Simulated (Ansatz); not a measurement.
# HI$_{3}$Si: what the fields show

| atom | x (Å) | y (Å) | z (Å) |
| --- | --- | --- | --- |
| Si | 0.0006 | -0.0015 | 0.1594 |
| H | 0.0046 | -0.0133 | 1.6428 |
| I | 2.3240 | 0.0100 | -0.6079 |
| I | -1.1688 | 2.0164 | -0.5802 |
| I | -1.1604 | -2.0117 | -0.6140 |

Geometry: r2SCAN-D4/def2-SVP; core potentials replace the inner electrons of I.

These are results of RKS PBE0-D4/def2-TZVP in Ansatz 0.2.0, not measurements.

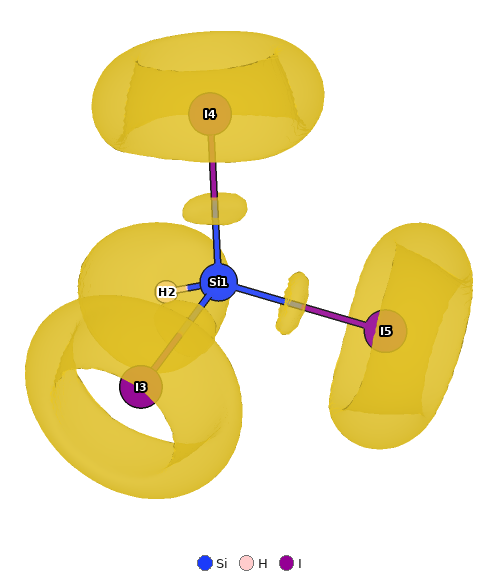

Figure 1. Isosurface of the electron localisation function at 0.8 (yellow), seen at a tilt. Only the valence region is drawn (cores and ρ < 0.01 e/Å³ removed).

What do the ELF domains correspond to?

Answer. At this value the surface marks out three regions between bonded I–Si atoms (shared pairs), one region around a hydrogen nucleus and three rings or bowls of non-bonding electrons around I. Profiles from the grid: Si–I (2.45 Å): the ELF peaks at about 0.85 between the atoms, as expected for a shared electron pair. Si–H (1.48 Å): the ELF climbs to about 1 towards the hydrogen, as it does in any bond to H.

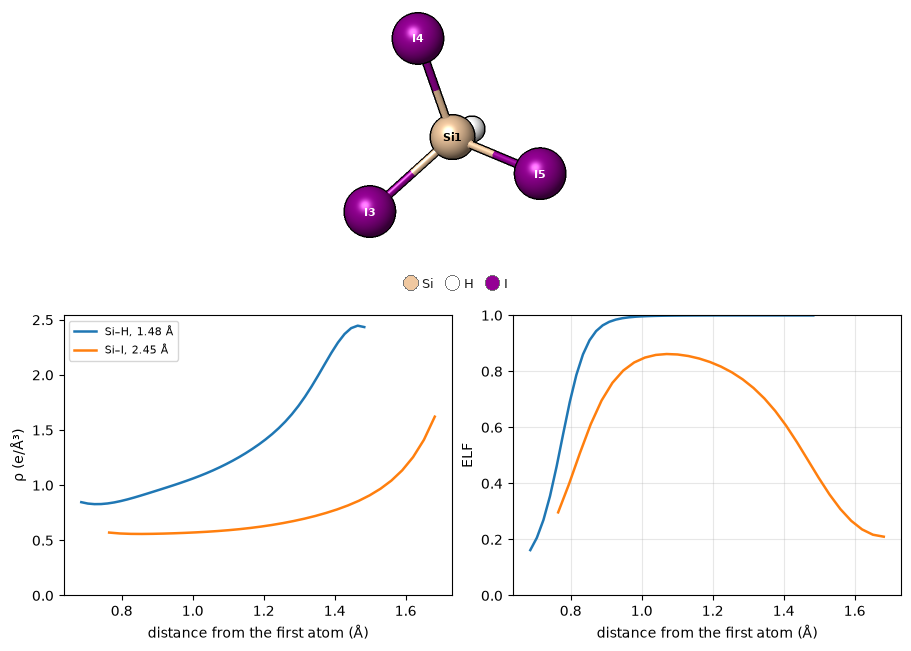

Figure 2. Electron density and ELF along straight lines between neighbouring atoms. The curves leave out the atomic cores. The structure is drawn too.

What can be read from the curves?

Answer. Si–H (1.48 Å): ρ is about 0.83 e/Å³ halfway; the ELF climbs to about 1 towards the hydrogen.
Si–I (2.45 Å): the density is about 0.64 e/Å³ at the midpoint, with its minimum of 0.56 e/Å³ about 0.9 Å from Si; the ELF peaks at about 0.85 between the atoms; localised, covalent bonding.

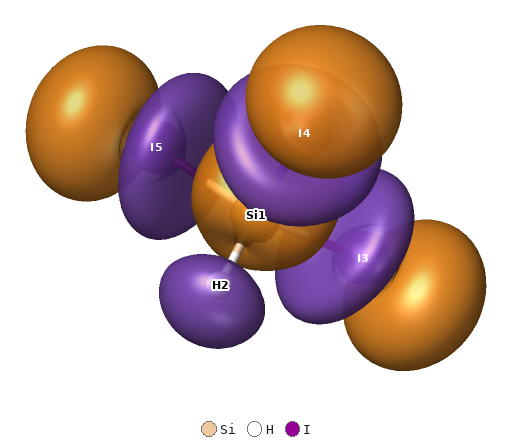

Figure 3. One frontier orbital at ±0.06 Å⁻³ᐟ² (orange and purple are the two phases), seen at an oblique angle.

Which orbital is it: HOMO or LUMO?

Answer. The LUMO, at −2.19 eV. By Hirshfeld shares it lies mainly on Si1 (about 30 %), I3 (about 25 %), I4 (about 25 %) and I5 (about 25 %).
